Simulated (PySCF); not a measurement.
SMILES [S]S (HS2), doublet, PBE0/def2-SVP optimised geometry. Atoms within 1.6 Å of the plane z = 0.6 Å (x, y, z in Å): S1 (1.13, -0.67, 0.00), S2 (-0.85, -0.67, 0.00), H3 (-1.13, 0.67, 0.00).

Computed with unrestricted PBE0/def2-TZVP run with PySCF 2.14.0.

Map of the log10 of the electron density (e/bohr³), floored at −4 on the plane z = 0.6 Å:

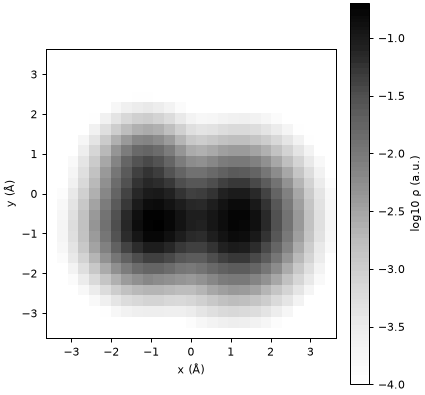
Fig. 1. Log10 of the electron density (e/bohr³), floored at −4 on the plane z = 0.6 Å.
